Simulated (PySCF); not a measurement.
# InN−: from the state search to spectroscopic constants

Aim: find the lowest electronic state of InN−, scan its bond at several levels of theory, and get bond length, wavenumber and dissociation energy from each curve.

The runs use PySCF 2.14.0; In def2-SVPD with ECP28, N def2-SVPD, scalar-relativistic core potentials.

4 further runs of the same task are left out: 1 that didn't finish, 3 set aside as unsound or not needed.

### Step 1. Input

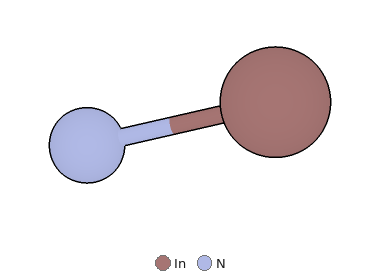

The two atoms at the starting distance (indium brown, nitrogen light blue).

Settings of the job:

```json
{
 "atoms": "In, N",
 "charge": "-1",
 "basis": "In def2-SVPD with ECP28, N def2-SVPD",
 "Hamiltonian": "scalar-relativistic core potentials",
 "basis functions": "52",
 "electrons treated": "29",
 "masses in u": "114.9039, 14.0031",
 "levels": "PBE0, PBE, r²SCAN, r²SCAN0, MN15, PW91, HSE06, MP2",
 "grid": "80 radial by 434 angular points",
 "occupations": "held fixed by the projection of orbital angular momentum",
 "dissociation limit": "In− + N, each in its ground configuration",
 "starting distance in angstrom": "2.145",
 "values of 2S to try": "1, 3, 5"
}
```

Started as:

```
OMP_NUM_THREADS=1 python dia.py task.json out
```

The job searches for the state first and then visits each distance with every level. Its results follow level by level.

### Step 2. PBE0 along the bond

State followed: ²Π (doublet), unpaired electrons π ↑. The scan is laid around 2.055 Å.

Log of the SCF at 2.055 Å:

```text
******** <class 'pyscf.dft.uks_symm.SymAdaptedUKS'> ********
method = SymAdaptedUKS
initial guess = minao
damping factor = 0
level_shift factor = 0
DIIS = <class 'pyscf.scf.diis.CDIIS'>
diis_start_cycle = 1
diis_space = 10
diis_damp = 0
SCF conv_tol = 1e-09
SCF conv_tol_grad = None
SCF max_cycles = 60
direct_scf = False
max_memory 909 MB (current use 299 MB)
number electrons alpha = 15  beta = 14
XC library pyscf.dft.libxc version 7.0.0
    S. Lehtola, C. Steigemann, M. J.T. Oliveira, and M. A.L. Marques.,  SoftwareX 7, 1–5 (2018)
XC functionals = PBE0
    C. Adamo and V. Barone.,  J. Chem. Phys. 110, 6158 (1999)
    M. Ernzerhof and G. E. Scuseria.,  J. Chem. Phys. 110, 5029 (1999)
small_rho_cutoff = 0
Overwritten attributes  get_occ get_j get_k get_jk get_hcore  of <class 'pyscf.dft.uks_symm.SymAdaptedUKS'>
Set gradient conv threshold to 3.16228e-05
init E= -244.684427953921
cycle= 1 E= -244.697043187155  delta_E= -0.0126  |g|= 0.0157  |ddm|= 0.0758
cycle= 2 E= -244.696831123901  delta_E= 0.000212  |g|= 0.0251  |ddm|= 0.0452
cycle= 3 E= -244.697096796616  delta_E= -0.000266  |g|= 0.0142  |ddm|= 0.046
cycle= 4 E= -244.697229709431  delta_E= -0.000133  |g|= 0.00186  |ddm|= 0.018
cycle= 5 E= -244.697240773772  delta_E= -1.11e-05  |g|= 0.00156  |ddm|= 0.0055
cycle= 6 E= -244.69726536726  delta_E= -2.46e-05  |g|= 0.000829  |ddm|= 0.016
cycle= 7 E= -244.697277164588  delta_E= -1.18e-05  |g|= 0.00015  |ddm|= 0.0204
cycle= 8 E= -244.697277201596  delta_E= -3.7e-08  |g|= 4.87e-05  |ddm|= 0.000722
cycle= 9 E= -244.697277213204  delta_E= -1.16e-08  |g|= 1.5e-05  |ddm|= 0.00043
cycle= 10 E= -244.697277214522  delta_E= -1.32e-09  |g|= 7.54e-06  |ddm|= 0.000205
cycle= 11 E= -244.697277214604  delta_E= -8.19e-11  |g|= 2.89e-06  |ddm|= 4.01e-05
Extra cycle  E= -244.697277214556  delta_E= 4.82e-11  |g|= 9.32e-06  |ddm|= 1.66e-05
converged SCF energy = -244.697277214556  <S^2> = 0.8758774  2S+1 = 2.1221474
```

The curve and what changes along it:

```tsv
R (Å)	E (eV)	μ (D)	Mulliken charge of In (e)	Mayer bond order	⟨S²⟩	HOMO (eV)	LUMO (eV)
1.7673	0.9925	-1.93	-0.44	2.06	0.77	0.24	2.12
1.8495	0.4295	-2.40	-0.46	2.05	0.78	0.20	2.27
1.9317	0.1285	-2.81	-0.48	2.03	0.80	0.18	2.38
1.9934	0.0261	-3.08	-0.49	2.01	0.83	0.21	2.45
2.0550	0.0000	-3.28	-0.51	1.96	0.88	0.40	2.50
2.1167	0.0282	-3.42	-0.52	1.88	0.95	0.56	2.53
2.1989	0.1204	-3.50	-0.54	1.76	1.08	0.74	2.55
2.3016	0.2836	-3.52	-0.56	1.58	1.24	0.90	2.57
2.4249	0.5065	-3.51	-0.58	1.37	1.42	1.01	2.59
2.5893	0.8025	-3.55	-0.60	1.16	1.59	1.08	2.61
```

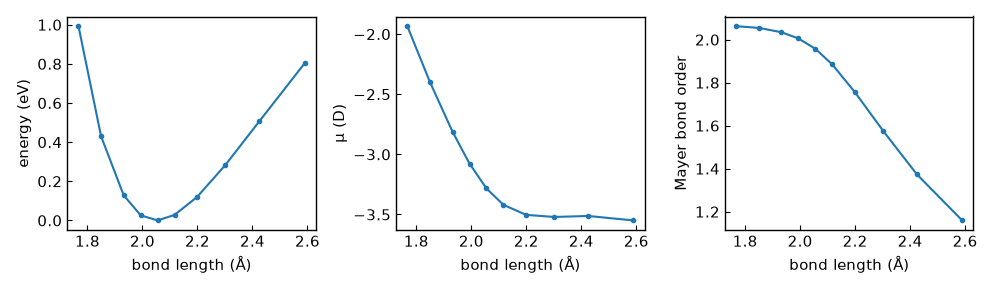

The PBE0 energy and properties against bond length.

Fit: Re = 2.050 Å, ωe = 563 cm⁻¹, ωexe = 5.63 cm⁻¹, αe = 0.00323 cm⁻¹, Be = 0.3212 cm⁻¹, De = 2.74 eV, μ = -3.27 D.

Orbitals nearest the gap at 2.055 Å:

```tsv
spin	orbital	ε (eV)	filled	made of
β	π	-14.87	yes	In d 100 %
α	σ	-12.92	yes	N s 67 %, In d 27 %
β	σ	-11.02	yes	N s 79 %, In d 9 %
α	σ	-3.66	yes	In s 72 %, N p 23 %
β	σ	-3.45	yes	In s 77 %, N p 15 %
α	π	-2.03	yes	N p 86 %, In p 10 %
α	π	-0.99	yes	N p 82 %, In p 14 %
α	σ	-0.31	yes	N p 45 %, In p 30 %, In s 20 %
β	σ	0.17	yes	N p 46 %, In p 34 %, In s 14 %
β	π	0.40	yes	N p 50 %, In p 46 %
β	π	2.50	no	In p 77 %, N p 22 %
α	π	3.46	no	In p 86 %
α	π	3.79	no	In p 80 %, In d 11 %, N p 9 %
β	π	3.91	no	In p 48 %, N p 27 %, In d 25 %
```

Polarisability there: 119.2 bohr³ along the bond, 112.6 across it.

### Step 3. Orbitals, density and potential

Orbitals, density, ELF and potential are computed afterwards from the orbital file.

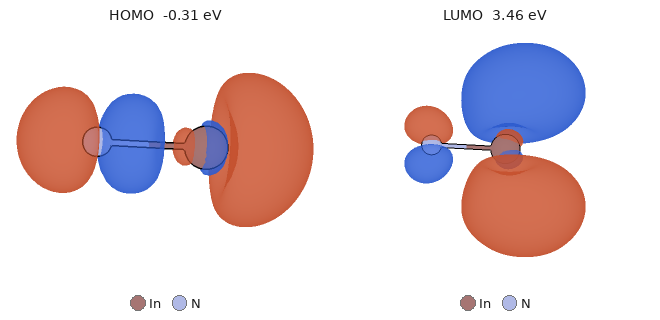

PBE0 orbitals (alpha spin) near the gap, drawn at the value that encloses 70 % of each; the two colours are the two signs.

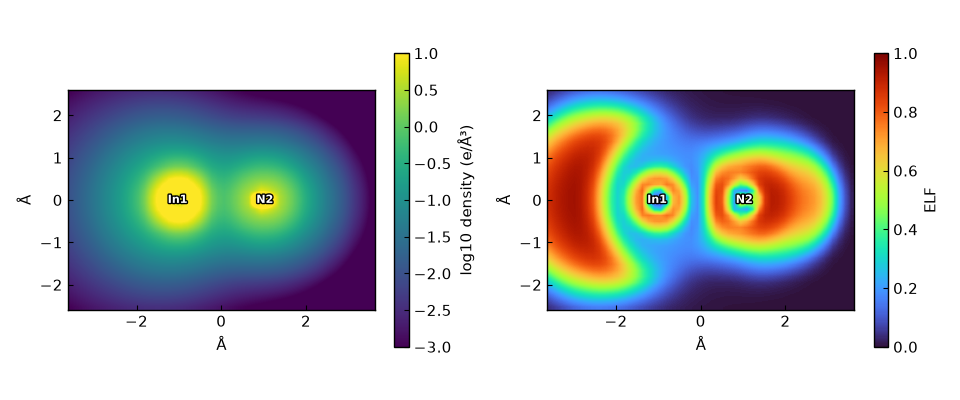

Density (left) and ELF (right) in a plane through or near 2 of the atoms.

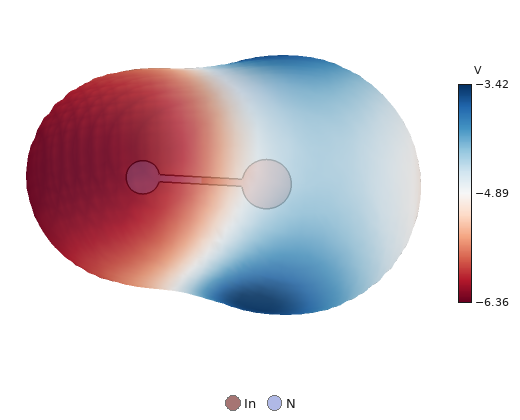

Electrostatic potential on the surface of density 0.002 e/bohr³; red is low, blue high. It runs, from the 1st to the 99th percentile, from -6.36 V near N2 to -3.42 V near In1.

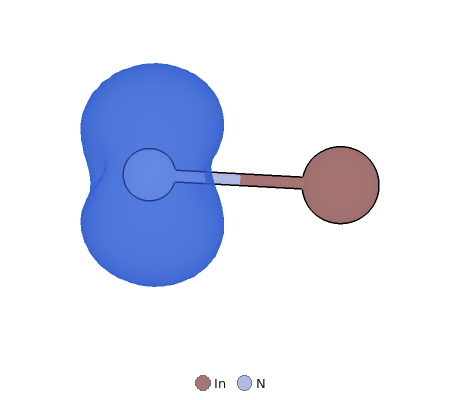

Spin density at ±0.07 e/Å³ (alpha excess blue, beta excess red).

Core electrons inside the core potentials are missing from the density.

### Step 4. Other states along the same grid

State 2: ²Σ⁺ (doublet), unpaired electrons σ ↑, an excited solution.

Log of the SCF at 2.055 Å:

```text
[... 13 set-up lines left out, the same as in an earlier log ...]
max_memory 909 MB (current use 355 MB)
[... 8 set-up lines left out, the same as in an earlier log ...]
init E= -244.675439394749
cycle= 1 E= -244.688492084438  delta_E= -0.0131  |g|= 0.0197  |ddm|= 0.06
cycle= 2 E= -244.684556115967  delta_E= 0.00394  |g|= 0.0824  |ddm|= 0.0969
cycle= 3 E= -244.688852381794  delta_E= -0.0043  |g|= 0.00643  |ddm|= 0.0675
cycle= 4 E= -244.688887343048  delta_E= -3.5e-05  |g|= 0.00413  |ddm|= 0.0101
cycle= 5 E= -244.68891716495  delta_E= -2.98e-05  |g|= 0.00229  |ddm|= 0.00898
cycle= 6 E= -244.688952081946  delta_E= -3.49e-05  |g|= 0.00116  |ddm|= 0.0179
cycle= 7 E= -244.688964553861  delta_E= -1.25e-05  |g|= 0.000527  |ddm|= 0.0169
cycle= 8 E= -244.688964891517  delta_E= -3.38e-07  |g|= 8.17e-05  |ddm|= 0.00135
cycle= 9 E= -244.688964917976  delta_E= -2.65e-08  |g|= 3.3e-05  |ddm|= 0.000608
cycle= 10 E= -244.688964919833  delta_E= -1.86e-09  |g|= 6.78e-06  |ddm|= 0.000163
cycle= 11 E= -244.688964919878  delta_E= -4.56e-11  |g|= 9.23e-07  |ddm|= 1.56e-05
Extra cycle  E= -244.688964919872  delta_E= 6.03e-12  |g|= 3.26e-06  |ddm|= 3.91e-06
converged SCF energy = -244.688964919872  <S^2> = 1.052537  2S+1 = 2.2825748
```

Re = 1.970 Å, ωe = 607 cm⁻¹, ωexe = 5.38 cm⁻¹, αe = 0.00335 cm⁻¹, Be = 0.3481 cm⁻¹, μ = -4.53 D. Its minimum lies 0.17 eV above that of the lowest state.

Energy (eV) from the lowest point of the lowest state:

```tsv
R (Å)	lowest	state 2
1.767	0.993	0.686
1.849	0.430	0.328
1.932	0.128	0.187
1.993	0.026	0.178
2.055	0.000	0.226
2.117	0.028	0.312
2.199	0.120	0.463
2.302	0.284	0.678
2.425	0.507	0.942
2.589	0.802	1.263
```

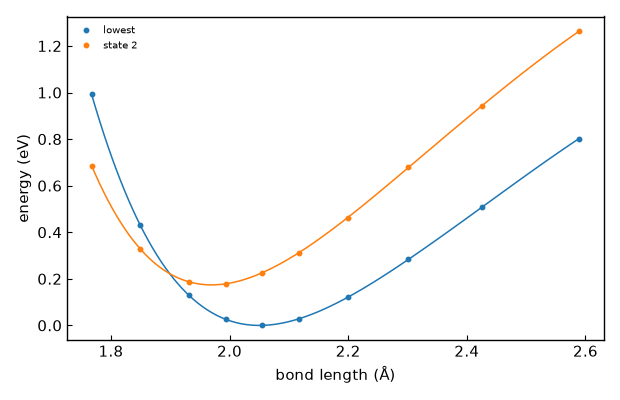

PBE0 curves of the followed states.

### Step 5. PBE (GGA)

Output of the SCF at 2.055 Å:

```text
[... 13 set-up lines left out, the same as in an earlier log ...]
max_memory 909 MB (current use 325 MB)
[... 3 set-up lines left out, the same as in an earlier log ...]
XC functionals = PBE
    J. P. Perdew, K. Burke, and M. Ernzerhof.,  Phys. Rev. Lett. 77, 3865 (1996)
    J. P. Perdew, K. Burke, and M. Ernzerhof.,  Phys. Rev. Lett. 78, 1396 (1997)
    J. P. Perdew, K. Burke, and M. Ernzerhof.,  Phys. Rev. Lett. 77, 3865 (1996)
    J. P. Perdew, K. Burke, and M. Ernzerhof.,  Phys. Rev. Lett. 78, 1396 (1997)
[... 2 set-up lines left out, the same as in an earlier log ...]
init E= -244.708265627923
cycle= 1 E= -244.708045121296  delta_E= 0.000221  |g|= 0.0653  |ddm|= 0.284
cycle= 2 E= -244.642706043741  delta_E= 0.0653  |g|= 0.322  |ddm|= 0.513
cycle= 3 E= -244.71098956558  delta_E= -0.0683  |g|= 0.0224  |ddm|= 0.378
cycle= 4 E= -244.711367399121  delta_E= -0.000378  |g|= 0.00419  |ddm|= 0.0426
cycle= 5 E= -244.711402015236  delta_E= -3.46e-05  |g|= 0.00197  |ddm|= 0.0133
cycle= 6 E= -244.711424964268  delta_E= -2.29e-05  |g|= 0.00172  |ddm|= 0.0213
cycle= 7 E= -244.711427726541  delta_E= -2.76e-06  |g|= 0.000314  |ddm|= 0.0042
cycle= 8 E= -244.711427778638  delta_E= -5.21e-08  |g|= 0.000151  |ddm|= 0.000529
cycle= 9 E= -244.71142779491  delta_E= -1.63e-08  |g|= 7.24e-06  |ddm|= 0.000197
cycle= 10 E= -244.711427794972  delta_E= -6.2e-11  |g|= 8.9e-07  |ddm|= 3.01e-05
Extra cycle  E= -244.711427794967  delta_E= 4.89e-12  |g|= 3.23e-06  |ddm|= 6.87e-06
converged SCF energy = -244.711427794967  <S^2> = 0.7818495  2S+1 = 2.0315999
```

Re = 2.072 Å, ωe = 563 cm⁻¹, ωexe = 3.41 cm⁻¹, αe = 0.00235 cm⁻¹, Be = 0.3147 cm⁻¹, De = 3.44 eV, μ = -3.09 D.

(Part 1 of 2 ends here.)
